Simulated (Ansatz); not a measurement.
## What Sb → Sn does to Sb

The parent structure is Sb in the A7 type structure (space group R-3m, No. 166; a = 4.328 Å, c = 11.343 Å (hexagonal axes); layered).

One thing is altered: Sn takes the place of Sb on all its sites; the structure is relaxed again.

Computed with r2SCAN+rVV10 in Ansatz (plane waves to 500 eV, PAW, scalar-relativistic without spin-orbit coupling). Γ-centred 15×15×15 mesh, Fermi–Dirac width 0.05 eV, for the changed cell.

```json
[
 {"quantity": "volume per atom", "base": "30.66 Å³", "changed": "28.07 Å³", "shift": "-2.597 Å³"},
 {"quantity": "space group", "base": "R-3m (No. 166)", "changed": "Pm-3m (No. 221)", "shift": "–"},
 {"quantity": "shortest interatomic distance", "base": "2.920 Å", "changed": "3.039 Å", "shift": "+0.119 Å"},
 {"quantity": "band gap", "base": "zero", "changed": "zero", "shift": "–"}
]
```

Final structure:

```
CELL_PARAMETERS angstrom
      3.03904     0.00000     0.00000
      0.00000     3.03904     0.00000
      0.00000     0.00000     3.03904
ATOMIC_POSITIONS crystal
  Sn 0.50000 0.50000 0.50000
```

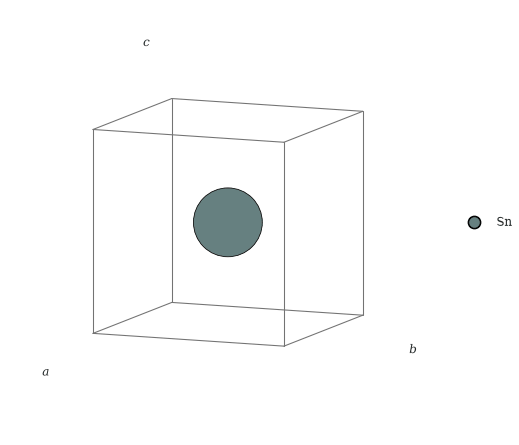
*The relaxed conventional cell after the change*

Spin-orbit coupling, missing from the scalar runs, can matter with Sb. No phonon test of stability was made. As relaxed here, Sn is a hypothetical phase, not in the database extracts checked.

Ansatz is a first-principles code.
